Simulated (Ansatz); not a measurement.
Single-point calculation, with input and output: C5H13Al

System: C5H13Al, SMILES CC(C)(C)[CH2][AlH2].
Method: RKS PBE0-D4/def2-SVP (Ansatz 0.2.0).

The geometry comes from this level: PBE0-D4/def2-TZVP.

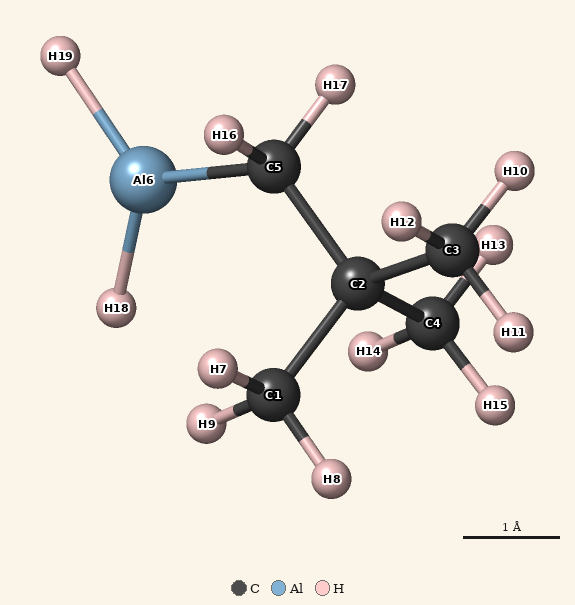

Fig. 1: The structure as given in the input (ball-and-stick view, seen at a tilt; atoms are numbered from 1 in the order of the input). Sticks mark near contacts. Bond lengths as drawn: Al–C 1.96 Å, Al–H 1.59 Å, C–C 1.53 Å and C–H 1.09 to 1.10 Å.

Input file
```yaml
crystal:
  periodic: [false, false, false]
  atoms:
    - {symbol: C, position_ang: [-0.447422, -1.504310, -0.030197]}
    - {symbol: C, position_ang: [0.330371, -0.200704, -0.192311]}
    - {symbol: C, position_ang: [1.822663, -0.517397, -0.280783]}
    - {symbol: C, position_ang: [-0.109309, 0.493227, -1.479167]}
    - {symbol: C, position_ang: [0.061947, 0.716476, 1.008290]}
    - {symbol: Al, position_ang: [-1.771002, 1.306028, 1.375413]}
    - {symbol: H, position_ang: [-0.160243, -2.018753, 0.891714]}
    - {symbol: H, position_ang: [-0.254927, -2.184195, -0.864965]}
    - {symbol: H, position_ang: [-1.526135, -1.321107, 0.003443]}
    - {symbol: H, position_ang: [2.408820, 0.397932, -0.401290]}
    - {symbol: H, position_ang: [2.040781, -1.171418, -1.130719]}
    - {symbol: H, position_ang: [2.169002, -1.018740, 0.627295]}
    - {symbol: H, position_ang: [0.422856, 1.439545, -1.614662]}
    - {symbol: H, position_ang: [-1.183600, 0.704255, -1.468847]}
    - {symbol: H, position_ang: [0.094175, -0.131575, -2.353436]}
    - {symbol: H, position_ang: [0.428134, 0.237731, 1.929540]}
    - {symbol: H, position_ang: [0.672696, 1.628197, 0.922242]}
    - {symbol: H, position_ang: [-3.027948, 0.854221, 0.509310]}
    - {symbol: H, position_ang: [-2.012456, 2.286385, 2.605629]}
basis:
  gaussian: {orbitals: def2-SVP}
hamiltonian: {xc: pbe0, dispersion: d4}
output: {orbitals: {seedname: orbitals}}
```

Run on 4 threads of Arm Neoverse V2, 23 GiB of memory available, shared host.

Launched with:
```bash
ansatz run in.yaml --threads 4 --pin off --events-out ev --progress --plain --max-ram 11315MiB
```

Output
```
Functional definition: PBE0
  name "PBE0"
  cite "Adamo & Barone, J. Chem. Phys. 110, 6158 (1999) doi:10.1063/1.478522"
  cite "Perdew, Burke & Ernzerhof, Phys. Rev. Lett. 77, 3865 (1996) doi:10.1103/PhysRevLett.77.3865"
  parent pbe
  parameter a = 0.25
  parameter kappa = 0.804
  parameter beta = 0.06672455060314922
  exchange = (1 - a)*pbe_x(kappa = kappa, mu = beta*pi^2/3) + a*exact_x
  correlation = pbe_c(beta = beta)
1770 factors; their error is unknown
mean field evaluation 1: about -11966.8966 eV, gradient 6.6e1 eV
mean field evaluation 2: about -11960.1784 eV, gradient 8.2e1 eV
mean field evaluation 4: about -11978.0954 eV, gradient 3.4e0 eV
mean field evaluation 8: about -11978.1205 eV, gradient 6.6e-2 eV
mean field evaluation 16: about -11978.2045 eV, gradient 4.6e-5 eV
mean field -11978.20451820 eV, -440.1908969254 hartree, gradient 4.6e-5 eV, S^2 0.000000; 0 other end points of the search recorded, 0 dependent functions left out
reference -11978.20455187 eV, -440.1908981624 hartree; 28, 28 occupied and 125, 125 virtual orbitals, 1770 factors
Total energy: -11978.58611870 eV, -440.2049204848 hartree
```

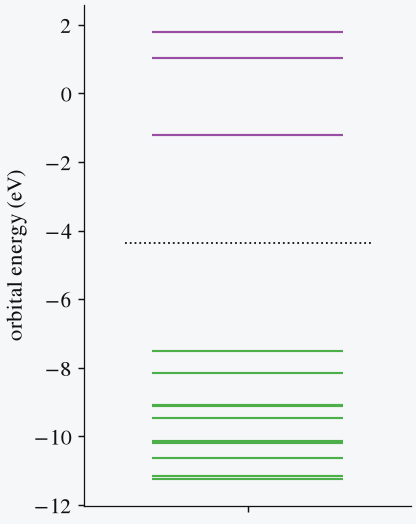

Fig. 2: Orbital energies near the frontier; the dotted line parts filled from empty levels, and levels within 0.02 eV of each other stand side by side. Highest filled −7.52 eV, lowest empty −1.21 eV, 6.31 eV apart.

Results in brief

```tsv
quantity	value
outcome	converged
total energy	−11978.5861 eV
mean-field energy	−11978.2046 eV
dispersion energy	−0.3816 eV
SCF solution under orbital rotations	stable
HOMO	−7.52 eV
LUMO	−1.21 eV
wall time	2.4 s (CPU time 8.9 s)
peak memory	0.44 GiB
```
